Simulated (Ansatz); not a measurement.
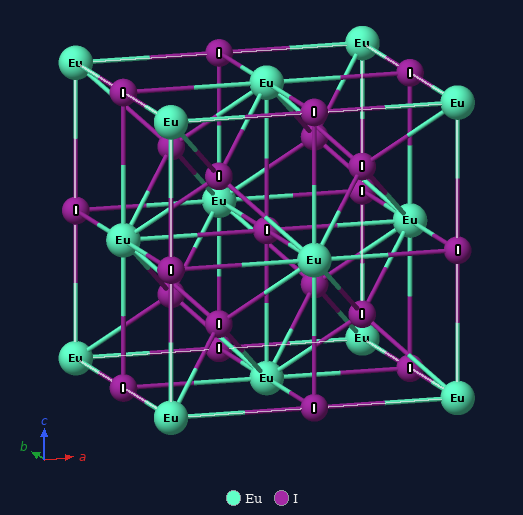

The image is a ball-and-stick drawing of a crystal, viewed slightly off an axis. The lines enclose the conventional unit cell; boundary atoms appear with their images.

EuI$_{3}$, D0₃ (BiF₃ or Fe₃Al type), space group Fm-3m (No. 225), a = 8.336 Å, b = 8.336 Å, c = 8.336 Å, α = 90.00°, β = 90.00°, γ = 90.00°. Its origin is a structure type filled with these elements by a generator (whether the compound takes this form wasn't checked). Earlier steps of the study, as a rule a relaxation of our own, may have changed the cell and positions, so they can lie some per cent off the listed ones. It was run through Ansatz as a DFT input.

This one geometry was computed with Ansatz (DFT, plane waves, PAW) at five levels of theory: LDA, PBE with spin-orbit coupling, PBE, PBEsol and r2SCAN.

Q: Which level gives the highest pressure at this volume, and what does that say about its equilibrium volume?

A: Highest: PBE with spin-orbit coupling (0.1 GPa), PBE (0.0 GPa) and r2SCAN (0.2 GPa), which points to the largest equilibrium volume. Lowest, with the smallest volume: LDA (-3.4 GPa). Levels within 0.5 GPa of each other can't be told apart.

Q: How does the band gap change with the level of theory?

A: All levels give a metal.

Q: Collect the results in a table.

A:
| level | cutoff (eV) | k-mesh of the run's cell | gap (eV) | pressure (GPa) | absolute moment (μB/atom) |
| --- | --- | --- | --- | --- | --- |
| LDA | 420 | 8×8×8 | metal | -3.4 | 1.88 |
| PBE with spin-orbit coupling | 420 | 8×8×8 | metal | 0.1 | 1.81 |
| PBE | 420 | 8×8×8 | metal | 0.0 | 1.91 |
| PBEsol | 420 | 8×8×8 | metal | -2.2 | 1.91 |
| r2SCAN | 500 | 8×8×8 | metal | 0.2 | 1.94 |

Gaps are taken on the k-mesh or band path of each run.
